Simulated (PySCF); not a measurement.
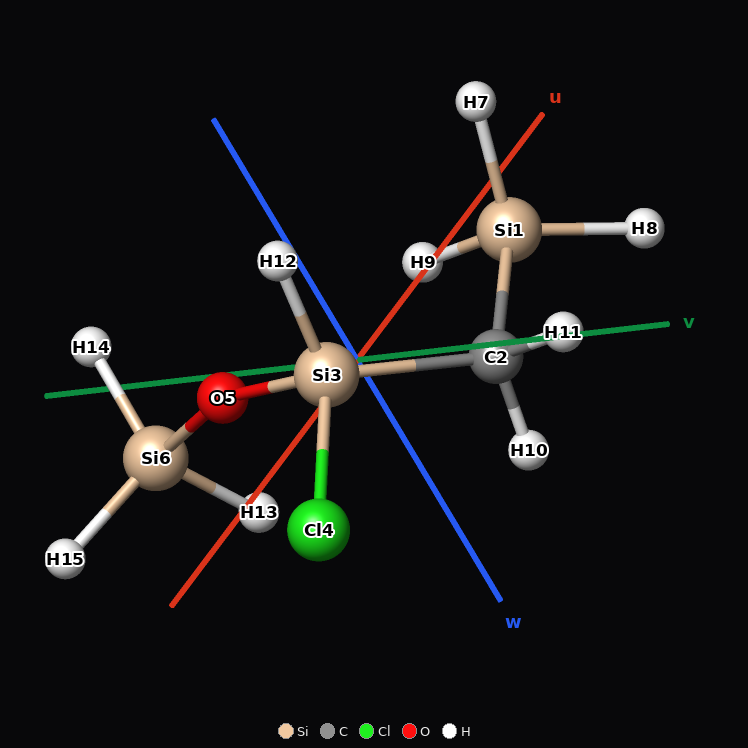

The lines u, v and w are the principal axes of the static dipole polarisability. The computed structure is the end point of a GFN2-xTB optimisation. No frequency run is at hand to confirm it as a minimum. Method: PBE0/def2-SVPD (PySCF 2.14.0).

**Along which axis is the molecule most polarisable, and along which least?**

Most along u (close to the long direction Si1···Cl4), least along w.

**Give the three principal values.**

u 119.7, v 104.1, w 91.2 bohr³; mean 105.0, anisotropy 24.8 bohr³.

The geometry is semi-empirical. Around Si such bond lengths and angles can be off by a tenth of an ångström or more and by several degrees, and values that hang on the shape move with them.
